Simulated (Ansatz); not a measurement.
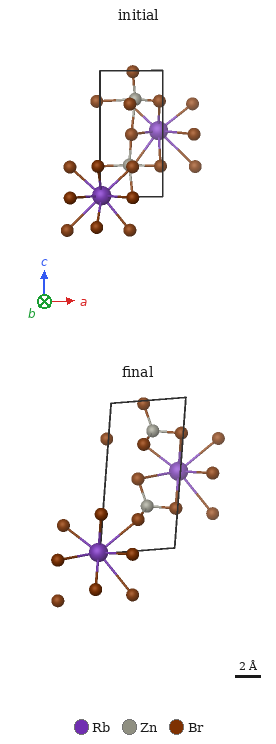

The structure of crystalline RbZnBr3 (built on the KZnF3-221 type type) before (top) and after (bottom) a relaxation, at one scale.

The picture is a ball-and-stick view of the cell of the calculation, seen along the b axis.

Case: shaken.

Theory: Ansatz, DFT, PBEsol, plane waves, PAW. (plane-wave cutoff 420 eV; k-point mesh 4 × 4 × 2; occupations fermi dirac; smearing width 0.05 eV; no spin polarisation; cell and atoms relaxed; force threshold 0.01 eV/Å; at most 120 steps)

Q: Describe what moved and what it gained.

A: The energy falls by 1.934 eV per cell of the calculation in 33 accepted moves (38 points after the start). The largest force component goes from 6.1 to 0.005 eV/Å. Pressure: 4.05 GPa at the start and 0.00 GPa at the end. The line search rejected the trial steps at points 11, 21, 36 of the run. At 2 points the geometry stayed and the basis and grid were re-selected for the new cell (energy shift of 58.9 meV per cell of the calculation at most each time). The atom that moves furthest relative to the cell is a Zn atom (0.98 Å along [3 0 1]). Largest moves by element: Zn 0.98 Å, Br 0.61 Å, Rb 0.35 Å. Cell: a 5.152 → 6.168 Å (+19.7 %), b 5.217 → 4.158 Å (−20.3 %), c 10.370 → 12.412 Å (+19.7 %), β 89.8° → 81.2°, γ 89.2° → 90.0°. Volume +12.9 %. Among the contacts that change: Br–Rb 3.666 → 5.195 Å, Br–Zn 2.736 → 4.143 Å, Br–Zn 2.590 → 3.846 Å, Br–Zn 2.913 → 4.139 Å. Bonds break, among them: Br–Rb (3.67 → 5.20 Å), Br–Zn (2.59 → 3.85 Å), Br–Zn (2.74 → 4.14 Å), Br–Zn (2.91 → 4.14 Å). Among the angles between lasting bonds that change: Zn–Br–Zn 166.5° → 114.4°, Br–Zn–Br 166.5° → 114.4°, Br–Zn–Br 154.6° → 114.4°. The space group (tolerance 0.01 Å) goes from P1 (No. 1) to Pm (No. 6). The run took 8.4 min on 2 threads of Arm Neoverse V1, with other jobs on the host, peak memory 0.66 GiB.
